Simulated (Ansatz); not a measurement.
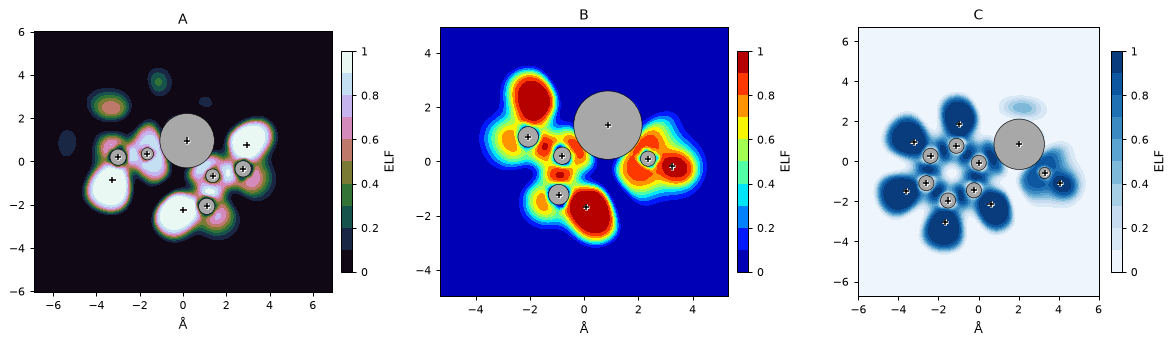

The electron localisation function of 3 systems, each on a plane through atoms (crosses mark nuclei in the plane; grey discs cover the cores).

Theory: RKS PBE0-D4/def2-TZVPP (Ansatz).

System 1: C6H14ClF3N2OZr, the plane of atoms N12, Zr4 and C14. Geometry: PBE0-D4/def2-TZVP; core potentials replace the inner electrons of Zr.

```yaml
atoms:
  - { symbol: C, position_ang: [-2.4594, 0.6108, 0.8870] }
  - { symbol: N, position_ang: [-1.3270, -0.2880, 0.8765] }
  - { symbol: C, position_ang: [-1.1282, -0.9534, 2.1367] }
  - { symbol: Zr, position_ang: [-0.3114, -0.3511, -0.8648] }
  - { symbol: Cl, position_ang: [-1.8457, -1.0127, -2.5898] }
  - { symbol: O, position_ang: [0.5604, 1.3397, -1.2668] }
  - { symbol: C, position_ang: [0.9034, 2.6682, -1.2835] }
  - { symbol: C, position_ang: [0.1677, 3.4552, -0.2177] }
  - { symbol: F, position_ang: [-1.1589, 3.4145, -0.3976] }
  - { symbol: F, position_ang: [0.5421, 4.7392, -0.2487] }
  - { symbol: F, position_ang: [0.4138, 2.9875, 1.0107] }
  - { symbol: N, position_ang: [1.1279, -1.7303, -0.6127] }
  - { symbol: C, position_ang: [2.5648, -1.6661, -0.6395] }
  - { symbol: C, position_ang: [0.6096, -3.0685, -0.4377] }
  - { symbol: H, position_ang: [-3.3947, 0.0754, 1.1008] }
  - { symbol: H, position_ang: [-2.5896, 1.0970, -0.0882] }
  - { symbol: H, position_ang: [-2.3409, 1.4088, 1.6320] }
  - { symbol: H, position_ang: [-2.0074, -1.5501, 2.4195] }
  - { symbol: H, position_ang: [-0.9479, -0.2328, 2.9471] }
  - { symbol: H, position_ang: [-0.2665, -1.6220, 2.0870] }
  - { symbol: H, position_ang: [0.6630, 3.1336, -2.2470] }
  - { symbol: H, position_ang: [1.9753, 2.8048, -1.0966] }
  - { symbol: H, position_ang: [2.8983, -0.6367, -0.7851] }
  - { symbol: H, position_ang: [3.0001, -2.0328, 0.3007] }
  - { symbol: H, position_ang: [2.9804, -2.2759, -1.4539] }
  - { symbol: H, position_ang: [0.9302, -3.5063, 0.5179] }
  - { symbol: H, position_ang: [-0.4892, -3.0688, -0.4404] }
  - { symbol: H, position_ang: [0.9299, -3.7392, -1.2460] }
```

System 2: C12H12O2Zr, the plane of atoms C11, C10 and C15. Geometry: PBE0-D4/def2-TZVP; core potentials replace the inner electrons of Zr.

```xyz
27

O    -0.7085   -2.3621    2.0474
Zr   -0.6900   -1.6039    0.2824
O    -1.4336   -2.6158   -1.1720
C    -1.7704    0.3386    0.3407
C    -2.7084    0.7510   -0.6141
C    -3.2885    2.0106   -0.5664
C    -2.9404    2.8949    0.4449
C    -2.0137    2.5160    1.4053
C    -1.4413    1.2531    1.3496
C     1.4288   -1.1338   -0.2006
C     1.7213   -0.6069   -1.4652
C     3.0058   -0.2135   -1.8131
C     4.0378   -0.3430   -0.8950
C     3.7803   -0.8633    0.3654
C     2.4918   -1.2515    0.7037
H    -0.9303   -2.9114    2.7936
H    -1.7624   -3.3482   -1.6850
H    -2.9963    0.0759   -1.4158
H    -4.0128    2.3059   -1.3183
H    -3.3918    3.8802    0.4846
H    -1.7394    3.2052    2.1969
H    -0.7185    0.9831    2.1174
H     0.9320   -0.4949   -2.2065
H     3.2040    0.1930   -2.7991
H     5.0438   -0.0384   -1.1621
H     4.5865   -0.9648    1.0844
H     2.3143   -1.6557    1.6969
```

System 3: C3H10FHfNO2, the plane of atoms N3, Hf5 and O6. Geometry: PBE0-D4/def2-TZVP; core potentials replace the inner electrons of Hf.

| atom | x (Å) | y (Å) | z (Å) |
| --- | --- | --- | --- |
| C | 2.0485 | -0.5773 | 0.8097 |
| C | 0.5712 | -0.5390 | 1.1734 |
| N | -0.3175 | -0.3806 | 0.0416 |
| C | -0.3858 | -1.5337 | -0.8285 |
| Hf | -1.4758 | 1.2082 | -0.4478 |
| O | -1.3485 | 2.4466 | 1.0276 |
| O | -0.8852 | 1.9811 | -2.1205 |
| F | -3.2671 | 0.5421 | -0.7255 |
| H | 2.3425 | 0.3416 | 0.2963 |
| H | 2.2839 | -1.4202 | 0.1563 |
| H | 2.6609 | -0.6780 | 1.7094 |
| H | 0.3092 | -1.4601 | 1.7176 |
| H | 0.3959 | 0.2890 | 1.8672 |
| H | -1.1466 | -1.3911 | -1.6061 |
| H | 0.5604 | -1.7388 | -1.3454 |
| H | -0.6698 | -2.4389 | -0.2729 |
| H | -1.3511 | 3.3070 | 1.4350 |
| H | -0.3251 | 2.0423 | -2.8874 |

Match each panel to its system.

Answer. Panel A is system 1, C6H14ClF3N2OZr: the plane holds Zr, O, C, N and H. C–O (1.37 Å): the ELF peaks at about 0.85 between the atoms (a polar covalent bond). Panel B is system 3, C3H10FHfNO2: the plane holds C, N, Hf, O and H. C–N (1.45 Å): the ELF peaks at about 0.90 between the atoms: localised, covalent bonding. Panel C is system 2, C12H12O2Zr: the plane holds O, Zr, C and H. C–C (1.39 Å): the ELF peaks at about 0.95 between the atoms (localised, covalent bonding).
